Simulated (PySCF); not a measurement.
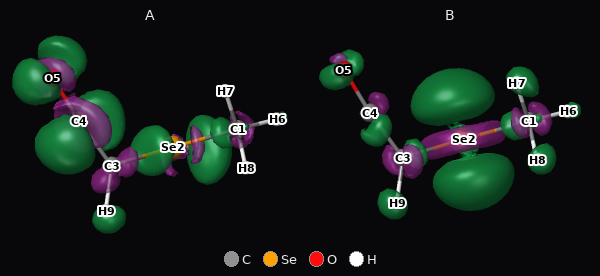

C$_{3}$H$_{4}$OSe, SMILES `C[Se]C=C=O`. The two Fukui functions at ±0.04 e/Å³ (green positive, purple negative).

Computed with PySCF, PBE0/def2-SVP, geometry: GFN2-xTB. No frequency check shows the geometry to be a minimum. GFN2-xTB bond lengths at metals and heavier atoms can be off by up to 0.1 Å and shapes distorted, which carries into these values.

### Which panel is f⁻ (electron removed) and which f⁺ (electron added)?

A is f⁺, B is f⁻. f⁻ (Hirshfeld-condensed) is largest on Se2 (0.56); the vertical ionisation energy is 8.85 eV. f⁺ (Hirshfeld-condensed) is largest on Se2 (0.26), C4 (0.22) and O5 (0.19); the vertical electron affinity is −0.78 eV (the stability of the anion's solution wasn't checked; negative, but this basis has no diffuse functions, so it doesn't show that the anion is unbound).

### What chemical potential and hardness follow from the two energies?

μ = −(I + A)/2 = −4.03 eV and η = I − A = 9.63 eV.
